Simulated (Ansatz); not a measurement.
## Electronic structure of CH₄KN in real space

The calculation's input:

```
crystal:
  periodic: [false, false, false]
  atoms:
    - {symbol: C, position_ang: [-0.614861, -3.286854, -0.642903]}
    - {symbol: K, position_ang: [-0.716787, -3.074618, -3.210954]}
    - {symbol: "N", position_ang: [-0.450634, -1.803092, -0.917230]}
    - {symbol: H, position_ang: [-1.688735, -3.432350, -0.430200]}
    - {symbol: H, position_ang: [-0.084760, -3.583645, 0.275508]}
    - {symbol: H, position_ang: [-0.870255, -1.210033, -0.191057]}
    - {symbol: H, position_ang: [0.545658, -1.585574, -0.872719]}
basis:
  gaussian:
    orbitals: def2-TZVPD
hamiltonian:
  xc: pbe0
output: {forces: true, orbitals: {seedname: orbitals}}
```

Launched as:

```sh
ansatz run input.yaml --threads 1 --pin off --max-ram 2610MiB --events-out events.jsonl --progress --plain --runs-dir runs
```

Geometry: B3LYP/6-31G*.

Computed with isolated molecule in a Gaussian basis; Kohn-Sham density functional theory, functional PBE0 (Ansatz 0.2.0).

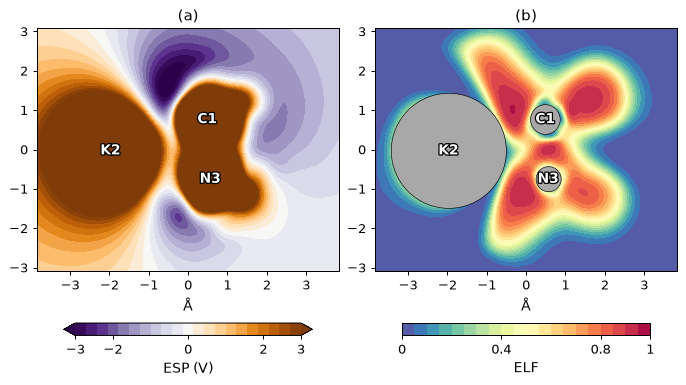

Figure 1. (a) electrostatic potential; (b) ELF on the plane of atoms C1, N3 and K2. Grey discs cover the atomic cores in the ELF map.

**Read the bonding off the picture.**

- The plane passes through C, K and N nuclei.
- C–N (1.52 Å): the ELF peaks at about 0.90 between the atoms, as expected for a covalent bond.
- C–K (2.58 Å): the ELF peaks at about 0.85 in the valence shell of C, 0.7 Å from its nucleus, and is about 0.10 at the midpoint.
- K–N (2.64 Å): the ELF is about 0.05 at the midpoint.
- Outside the dense part of the molecule the potential is most negative (−3.5 V) near C1.

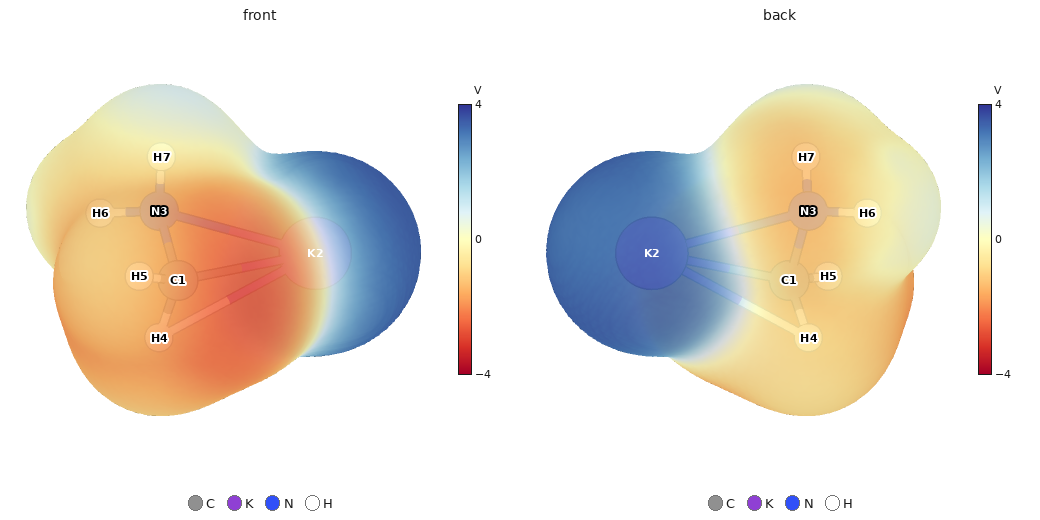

Figure 2. The electrostatic potential painted on the density surface at 0.002 e/bohr³, seen from the front and from behind; red is negative and blue positive.

**Describe the electrostatic potential map.**

The most negative region (about −2.6 V) lies over C1, the most positive (about +3.5 V) over K2.

**What dipole moment does the calculation give?**

Its dipole moment is 6.38 D.
